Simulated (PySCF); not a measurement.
**BH3S2O (SMILES OB(S)S): wB97M-V/6-31G(d) (density fitting with cc-pvtz-jkfit, spherical functions, nlc grid 1)**

We compute energy and one-electron properties of BH3S2O. 

The results are computed with PySCF 2.14.0.

3 further runs of the same task are left out: 3 set aside as unsound or not needed.

### 1 The structure to begin with

The species is BH3S2O (7 atoms), meant as a singlet with charge 0. SMILES: `OB(S)S`. The coordinates come from a PBE0-D4/def2-TZVP relaxation. This is one conformer, not always the lowest.

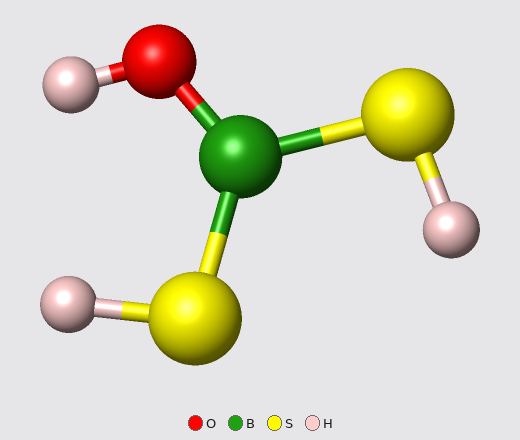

The structure, seen from a chosen angle (oxygen red, boron green, sulfur yellow, hydrogen pink).

### 2 The charge distribution at wB97M-V/6-31G(d) (density fitting with cc-pvtz-jkfit, spherical functions, nlc grid 1)

File calc.py:

```python
import numpy
from pyscf import gto, scf, dft, lo

molecule = gto.M(
    atom=[
    ('O', (-1.258000, 0.682600, 0.409800)),
    ('B', (-0.068200, 0.046200, 0.279300)),
    ('S', (0.797400, -0.326900, 1.829100)),
    ('S', (0.697600, -0.445200, -1.298000)),
    ('H', (-1.708400, 0.874500, -0.414600)),
    ('H', (1.861600, -0.919300, 1.266500)),
    ('H', (-0.260700, 0.020100, -2.117700)),
],
    verbose=4,
    charge=0,
    spin=0,
    max_memory=1860,
    basis='6-31g*',
)

ks = dft.RKS(molecule, xc='wb97m-v')
ks = ks.density_fit(auxbasis='cc-pvtz-jkfit')
ks.grids.level = 4
ks.conv_tol = 1e-10
ks.nlcgrids.level = 1
ks.kernel()
if not ks.converged:
    ks = ks.newton().run(ks.mo_coeff, ks.mo_occ)

e_final = ks.e_tot
print('Final energy', e_final)
dip = ks.dip_moment()
pop, q = ks.mulliken_pop()
quad = ks.quad_moment()
occ = ks.mo_coeff[:, ks.mo_occ > 0]
iaos = lo.vec_lowdin(lo.iao.iao(molecule, occ), ks.get_ovlp())
c = iaos.T @ ks.get_ovlp() @ occ
pop_iao, q_iao = scf.hf.mulliken_pop(lo.iao.reference_mol(molecule), (c * ks.mo_occ[ks.mo_occ > 0]) @ c.T, numpy.eye(c.shape[0]), verbose=0)
print('IAO charges', numpy.round(q_iao, 4))
```

Run with:

```console
$ OMP_NUM_THREADS=1 python calc.py
```

Q: Predict the results. Wanted: total energy; dipole moment; HOMO energy; LUMO energy; HOMO–LUMO gap.

Answer, from the run:

At wB97M-V/6-31G* (density fitting with cc-pvtz-jkfit, spherical functions, nlc grid 1):

```
     quantity          value
 total energy  -898.23814 Eh
dipole moment         2.63 D
  HOMO energy       -9.45 eV
  LUMO energy        2.36 eV
HOMO–LUMO gap       11.81 eV
```
